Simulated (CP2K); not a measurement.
**One shape, several levels: CH5FSi (SMILES C[SiH2]F)**

Wanted: a comparison of 3 runs (B3LYP/6-311+G**, r2SCAN/6-311+G**, wB97X/6-311+G**) of CH5FSi. 

Program for the calculation: CP2K 2026.2.

## 1. Starting point

CH5FSi: 8 atoms, total charge 0, spin state singlet. SMILES: `C[SiH2]F`. The coordinates come from a PBE0-D4/def2-TZVP relaxation.

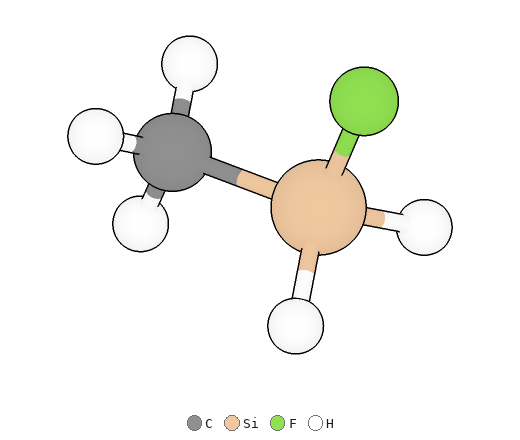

Viewed from a chosen angle; carbon grey, silicon light orange, fluorine green, hydrogen white.

## 2. The energy at B3LYP/6-311+G(d,p) (run 1)

The input, job.inp:

```
&GLOBAL
  PROJECT_NAME job
  RUN_TYPE ENERGY
  PRINT_LEVEL MEDIUM
&END GLOBAL

&FORCE_EVAL
  METHOD QS
  &DFT
    BASIS_SET_FILE_NAME ./6_311pgss.basis
    POTENTIAL_FILE_NAME POTENTIAL
    CHARGE 0
    MULTIPLICITY 1
    &QS
      METHOD GAPW
      EPS_DEFAULT 1.0E-10
    &END QS
    ! plane-wave cutoff in Ry
    &MGRID
      CUTOFF 280
      REL_CUTOFF 50
      NGRIDS 4
    &END MGRID
    &POISSON
      PERIODIC NONE
      POISSON_SOLVER WAVELET
    &END POISSON
    &SCF
      SCF_GUESS ATOMIC
      EPS_SCF 1.0E-07
      MAX_SCF 80
      ADDED_MOS 3
      &DIAGONALIZATION
        ALGORITHM STANDARD
      &END DIAGONALIZATION
      &MIXING
        METHOD DIRECT_P_MIXING
        ALPHA 0.4
      &END MIXING
    &END SCF
    ! functional
    &XC
      &XC_FUNCTIONAL
        &HYB_GGA_XC_B3LYP
        &END HYB_GGA_XC_B3LYP
      &END XC_FUNCTIONAL
      ! exact exchange
      &HF
        FRACTION 0.2
        &SCREENING
          EPS_SCHWARZ 1.0E-10
          SCREEN_ON_INITIAL_P F
        &END SCREENING
        &INTERACTION_POTENTIAL
          POTENTIAL_TYPE COULOMB
        &END INTERACTION_POTENTIAL
        &MEMORY
          MAX_MEMORY 1050
        &END MEMORY
      &END HF
    &END XC
    &PRINT
      &MOMENTS
        PERIODIC F
        REFERENCE COM
        MAX_MOMENT 1
      &END MOMENTS
      &MO ON
        ENERGIES T
        OCCUPATION_NUMBERS T
        NDIGITS 6
        &EACH
          QS_SCF 0
        &END EACH
        ADD_LAST NUMERIC
      &END MO
      &LOWDIN ON
      &END LOWDIN
      &HIRSHFELD OFF
      &END HIRSHFELD
    &END PRINT
  &END DFT
  &SUBSYS
    &CELL
      ABC [angstrom] 15.3 15.3 15.3
      PERIODIC NONE
    &END CELL
    &COORD
      UNIT bohr
      C     -0.9853032     1.3233752    -0.8258103
      Si     0.8473532    -1.2132042     0.7468198
      F      3.6783519    -1.2275661    -0.3378830
      H     -1.0627820     1.0251764    -2.8669035
      H     -2.9228394     1.3477527    -0.1067695
      H     -0.1458869     3.1753068    -0.4694080
      H      1.0179955    -0.7951968     3.5162134
      H     -0.2526564    -3.7439254     0.2381055
    &END COORD
    &TOPOLOGY
      &CENTER_COORDINATES
      &END CENTER_COORDINATES
    &END TOPOLOGY
    &KIND C
      BASIS_SET 6-311pGss
      POTENTIAL ALL
      LEBEDEV_GRID 194
      RADIAL_GRID 100
    &END KIND
    &KIND Si
      BASIS_SET 6-311pGss
      POTENTIAL ALL
      LEBEDEV_GRID 194
      RADIAL_GRID 100
    &END KIND
    &KIND F
      BASIS_SET 6-311pGss
      POTENTIAL ALL
      LEBEDEV_GRID 194
      RADIAL_GRID 100
    &END KIND
    &KIND H
      BASIS_SET 6-311pGss
      POTENTIAL ALL
      LEBEDEV_GRID 194
      RADIAL_GRID 100
    &END KIND
  &END SUBSYS
&END FORCE_EVAL
```

The run is started by

```
$ OMP_NUM_THREADS=1 cp2k.psmp job.inp > job.out
```

Log:

```text
CP2K| version string:                                       CP2K version 2026.2
[...]
 GLOBAL| Method name                                                        CP2K
[...]
 GLOBAL| Run type                                                         ENERGY
[...]
 DFT| Spin restricted Kohn-Sham (RKS) calculation                            RKS
 DFT| Multiplicity                                                             1
[...]
 DFT| Charge                                                                   0
[...]
 FUNCTIONAL| HYB_GGA_XC_B3LYP:
[...]
 QS| Method:                                                                GAPW
[...]
 QS| Density cutoff [a.u.]:                                                140.0
[...]
 QS| Relative density cutoff [a.u.]:                                        25.0
[...]
                             - Atoms:                                          8
[...]
                             - Spherical basis functions:                    104
[...]
 Number of electrons:                                                         34
[...]
     1 P_Mix/Diag. 0.40E+00   23.1     0.44076836      -430.8105831231 -4.31E+02
[...]
    14 DIIS/Diag.  0.63E-07    4.9     0.00000002      -430.5913313549  2.84E-13
  *** SCF run converged in    14 steps ***
[...]
  Overlap energy of the core charge distribution:               0.00000255175100
  Self energy of the core charge distribution:               -266.38891334292390
  Core Hamiltonian energy:                                   -171.14060407117191
  Hartree energy:                                              73.81598699254921
  Exchange-correlation energy:                                -12.14334459591506
  Hartree-Fock Exchange energy:                                -7.48742368379675
[...]
  Dipole moment [Debye]
    X= -0.1839334E+01 Y=  0.6034002E+00 Z=  0.1706951E+00  Total=      1.9432903
 ENERGY| Total FORCE_EVAL ( QS ) energy [hartree]           -430.591331354922488
[...]
```

Wall time 89 s (1 thread of Arm Neoverse V1, shared host); peak memory 1.5 GiB.

## 3. A single-point energy at r2SCAN/6-311+G(d,p) (run 2)

The input, molecule.xyz:

```xyz
8

C     -0.521400     0.700300    -0.437000
Si     0.448400    -0.642000     0.395200
F      1.946500    -0.649600    -0.178800
H     -0.562400     0.542500    -1.517100
H     -1.546700     0.713200    -0.056500
H     -0.077200     1.680300    -0.248400
H      0.538700    -0.420800     1.860700
H     -0.133700    -1.981200     0.126000
```

The input, qs.inp:

```
&FORCE_EVAL
  METHOD QUICKSTEP
  &DFT
    BASIS_SET_FILE_NAME ./6_311pgss.basis
    POTENTIAL_FILE_NAME POTENTIAL
    CHARGE 0
    MULTIPLICITY 1
    &QS
      METHOD GAPW
      EPS_DEFAULT 1.0E-10
    &END QS
    &MGRID
      CUTOFF 280
      REL_CUTOFF 50
      NGRIDS 4
    &END MGRID
    &POISSON
      PERIODIC NONE
      POISSON_SOLVER WAVELET
    &END POISSON
    ! SCF settings
    &SCF
      SCF_GUESS ATOMIC
      EPS_SCF 1.0E-07
      MAX_SCF 80
      ADDED_MOS 3
      &DIAGONALIZATION
        ALGORITHM STANDARD
      &END DIAGONALIZATION
      &MIXING
        METHOD PULAY_MIXING
        ALPHA 0.4
        NBUFFER 4
      &END MIXING
    &END SCF
    ! functional
    &XC
      &XC_FUNCTIONAL
        &MGGA_X_R2SCAN
        &END MGGA_X_R2SCAN
        &MGGA_C_R2SCAN
        &END MGGA_C_R2SCAN
      &END XC_FUNCTIONAL
    &END XC
    &PRINT
      &MOMENTS
        PERIODIC F
        REFERENCE COM
        MAX_MOMENT 1
      &END MOMENTS
      &MO ON
        ENERGIES T
        OCCUPATION_NUMBERS T
        NDIGITS 6
        &EACH
          QS_SCF 0
        &END EACH
        ADD_LAST NUMERIC
      &END MO
      &LOWDIN ON
      &END LOWDIN
      &HIRSHFELD OFF
      &END HIRSHFELD
      &MO_MOLDEN ON
        NDIGITS 8
      &END MO_MOLDEN
    &END PRINT
  &END DFT
  ! structure
  &SUBSYS
    ! vacuum box
    &CELL
      ABC [angstrom] 15.3 15.3 15.3
      PERIODIC NONE
    &END CELL
    &TOPOLOGY
      COORD_FILE_NAME molecule.xyz
      COORD_FILE_FORMAT XYZ
      &CENTER_COORDINATES
      &END CENTER_COORDINATES
    &END TOPOLOGY
    &KIND C
      BASIS_SET 6-311pGss
      POTENTIAL ALL
      LEBEDEV_GRID 194
      RADIAL_GRID 100
    &END KIND
    &KIND Si
      BASIS_SET 6-311pGss
      POTENTIAL ALL
      LEBEDEV_GRID 194
      RADIAL_GRID 100
    &END KIND
    &KIND F
      BASIS_SET 6-311pGss
      POTENTIAL ALL
      LEBEDEV_GRID 194
      RADIAL_GRID 100
    &END KIND
    &KIND H
      BASIS_SET 6-311pGss
      POTENTIAL ALL
      LEBEDEV_GRID 194
      RADIAL_GRID 100
    &END KIND
  &END SUBSYS
&END FORCE_EVAL
&GLOBAL
  PROJECT qs
  RUN_TYPE ENERGY
  PRINT_LEVEL MEDIUM
&END GLOBAL
```

The run is started by

```
$ OMP_NUM_THREADS=1 cp2k.psmp -i qs.inp > qs.out 2>&1
```

Log:

```text
CP2K| version string:                                       CP2K version 2026.2
[...]
 GLOBAL| Method name                                                        CP2K
[...]
 GLOBAL| Run type                                                         ENERGY
[...]
 DFT| Spin restricted Kohn-Sham (RKS) calculation                            RKS
 DFT| Multiplicity                                                             1
[...]
 DFT| Charge                                                                   0
[...]
 FUNCTIONAL| MGGA_X_R2SCAN:
[...]
 FUNCTIONAL| MGGA_C_R2SCAN:
[...]
 QS| Method:                                                                GAPW
[...]
 QS| Density cutoff [a.u.]:                                                140.0
[...]
 QS| Relative density cutoff [a.u.]:                                        25.0
[...]
                             - Atoms:                                          8
[...]
                             - Spherical basis functions:                    104
[...]
 Number of electrons:                                                         34
[...]
     1 NoMix/Diag. 0.40E+00    5.4     0.41261328      -430.6251672534 -4.31E+02
[...]
    39 Pulay/Diag. 0.40E+00    5.4     0.00000005      -430.4656618589 -2.23E-08
  *** SCF run converged in    39 steps ***
[...]
  Overlap energy of the core charge distribution:               0.00000255175062
  Self energy of the core charge distribution:               -266.38891334292390
  Core Hamiltonian energy:                                   -171.23148778167106
  Hartree energy:                                              73.94172289351894
  Exchange-correlation energy:                                -14.91294299314381
[...]
                     Mulliken Population Analysis
 #  Atom  Element  Kind  Atomic population                           Net charge
       1     C        1          6.751282                             -0.751282
       2     Si       2         13.251486                              0.748514
       3     F        3          9.282570                             -0.282570
       4     H        4          0.816800                              0.183200
       5     H        4          0.827418                              0.172582
       6     H        4          0.816186                              0.183814
       7     H        4          1.127046                             -0.127046
       8     H        4          1.127212                             -0.127212
 # Total charge                             34.000000                  0.000000
[...]
 ENERGY| Total FORCE_EVAL ( QS ) energy [hartree]           -430.465661858925955
[...]
```

It took 3.4 min on 1 thread of Arm Neoverse V1, shared host; peak memory 2.3 GiB.

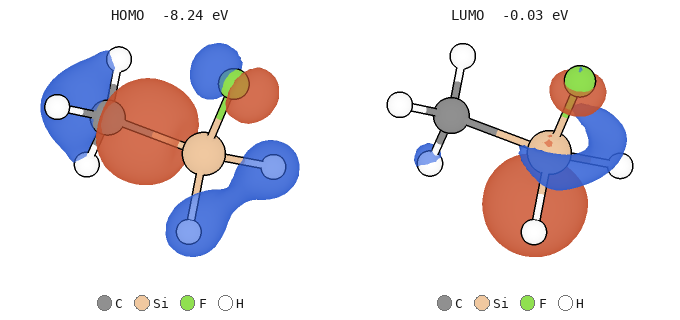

Frontier orbitals of this run, surfaces at ±0.2 Å^-3/2.

## 4. A single-point energy at wB97X/6-311+G(d,p) (run 3)

molecule.xyz is that of step 3.

The input, gas.inp:

```
&GLOBAL
    PROJECT_NAME gas
    RUN_TYPE ENERGY
    PRINT_LEVEL MEDIUM
&END GLOBAL

&FORCE_EVAL
    METHOD QUICKSTEP
    &DFT
        BASIS_SET_FILE_NAME ./6_311pgss.basis
        POTENTIAL_FILE_NAME POTENTIAL
        # Quickstep
        &QS
            METHOD GAPW
            EPS_DEFAULT 1.0E-10
        &END QS
        &MGRID
            CUTOFF 280
            REL_CUTOFF 50
            NGRIDS 4
        &END MGRID
        &POISSON
            PERIODIC NONE
            POISSON_SOLVER WAVELET
        &END POISSON
        &SCF
            SCF_GUESS ATOMIC
            EPS_SCF 1.0E-07
            MAX_SCF 100
            ADDED_MOS 10
            &DIAGONALIZATION
                ALGORITHM STANDARD
            &END DIAGONALIZATION
            &MIXING
                METHOD DIRECT_P_MIXING
                ALPHA 0.4
            &END MIXING
        &END SCF
        # functional
        &XC
            &XC_FUNCTIONAL
                &HYB_GGA_XC_WB97X
                &END HYB_GGA_XC_WB97X
            &END XC_FUNCTIONAL
            &HF
                FRACTION 1.0
                &SCREENING
                    EPS_SCHWARZ 1.0E-10
                &END SCREENING
                &INTERACTION_POTENTIAL
                    POTENTIAL_TYPE MIX_CL
                    SCALE_COULOMB 0.157706
                    SCALE_LONGRANGE 0.842294
                    OMEGA 0.3
                &END INTERACTION_POTENTIAL
                &MEMORY
                    MAX_MEMORY 1050
                &END MEMORY
            &END HF
        &END XC
        &PRINT
            &MOMENTS
                PERIODIC F
                REFERENCE COM
                MAX_MOMENT 1
            &END MOMENTS
            &MO ON
                ENERGIES T
                OCCUPATION_NUMBERS T
                NDIGITS 6
                &EACH
                    QS_SCF 0
                &END EACH
                ADD_LAST NUMERIC
            &END MO
            &LOWDIN ON
            &END LOWDIN
            &HIRSHFELD OFF
            &END HIRSHFELD
        &END PRINT
    &END DFT
    # atoms, cell and kinds
    &SUBSYS
        # vacuum box
        &CELL
            ABC 15.3 15.3 15.3
            PERIODIC NONE
        &END CELL
        &TOPOLOGY
            COORD_FILE_NAME molecule.xyz
            COORD_FILE_FORMAT XYZ
            &CENTER_COORDINATES
            &END CENTER_COORDINATES
        &END TOPOLOGY
        &KIND C
            BASIS_SET 6-311pGss
            POTENTIAL ALL
            LEBEDEV_GRID 194
            RADIAL_GRID 100
        &END KIND
        &KIND Si
            BASIS_SET 6-311pGss
            POTENTIAL ALL
            LEBEDEV_GRID 194
            RADIAL_GRID 100
        &END KIND
        &KIND F
            BASIS_SET 6-311pGss
            POTENTIAL ALL
            LEBEDEV_GRID 194
            RADIAL_GRID 100
        &END KIND
        &KIND H
            BASIS_SET 6-311pGss
            POTENTIAL ALL
            LEBEDEV_GRID 194
            RADIAL_GRID 100
        &END KIND
    &END SUBSYS
&END FORCE_EVAL
```

The run is started by

```
$ OMP_NUM_THREADS=1 cp2k.psmp -i gas.inp > gas.out 2>&1
```

Log:

```text
CP2K| version string:                                       CP2K version 2026.2
[...]
 GLOBAL| Method name                                                        CP2K
[...]
 GLOBAL| Run type                                                         ENERGY
[...]
 DFT| Spin restricted Kohn-Sham (RKS) calculation                            RKS
 DFT| Multiplicity                                                             1
[...]
 DFT| Charge                                                                   0
[...]
 FUNCTIONAL| HYB_GGA_XC_WB97X:
[...]
 QS| Method:                                                                GAPW
[...]
 QS| Density cutoff [a.u.]:                                                140.0
[...]
 QS| Relative density cutoff [a.u.]:                                        25.0
[...]
                             - Atoms:                                          8
[...]
                             - Spherical basis functions:                    104
[...]
 Number of electrons:                                                         34
[...]
     1 P_Mix/Diag. 0.40E+00   22.0     0.40174472      -430.8848581573 -4.31E+02
[...]
    14 DIIS/Diag.  0.30E-06    4.1     0.00000009      -430.5260914631 -1.15E-11
  *** SCF run converged in    14 steps ***
[...]
  Overlap energy of the core charge distribution:               0.00000255175062
  Self energy of the core charge distribution:               -266.38891334292390
  Core Hamiltonian energy:                                   -171.22388624833508
  Hartree energy:                                              73.94483216136993
  Exchange-correlation energy:                                 -9.38942051488764
  Hartree-Fock Exchange energy:                               -10.45307900991474
[...]
  Dipole moment [Debye]
    X= -0.1889246E+01 Y=  0.6002199E+00 Z=  0.1945960E+00  Total=      1.9918285
 ENERGY| Total FORCE_EVAL ( QS ) energy [hartree]           -430.526091463085891
[...]
```

Wall time 77 s (1 thread of Arm Neoverse V1, shared host); peak memory 1.5 GiB.

## 5. The series

```
run             level        properties        mixing  energy (Eh)  dipole moment (D)  HOMO energy (eV)  LUMO energy (eV)  wall time
  1   B3LYP/6-311+G**          (lowdin)             –  -430.591331               1.94             -9.10             -0.14       89 s
  2  r2SCAN/6-311+G**  (lowdin, molden)  PULAY_MIXING  -430.465662               1.92             -8.24             -0.03    3.4 min
  3   wB97X/6-311+G**          (lowdin)             –  -430.526091               1.99            -11.76              1.66       77 s
```

## 6. Outcome

```
            quantity          value
 run 3: total energy  -430.52609 Eh
run 3: dipole moment         1.99 D
  run 3: HOMO energy      -11.76 eV
  run 3: LUMO energy        1.66 eV
run 3: HOMO–LUMO gap       13.43 eV
```

What this shows: The dipole moment (its size) runs from 1.92 D (r2SCAN/6-311+G**) to 1.99 D (wB97X/6-311+G**). The HOMO–LUMO gap runs from 8.20 eV (r2SCAN/6-311+G**) to 13.43 eV (wB97X/6-311+G**). Totals of different functionals can't be ranked against each other. All runs together took 6.2 min, the longest 3.4 min.
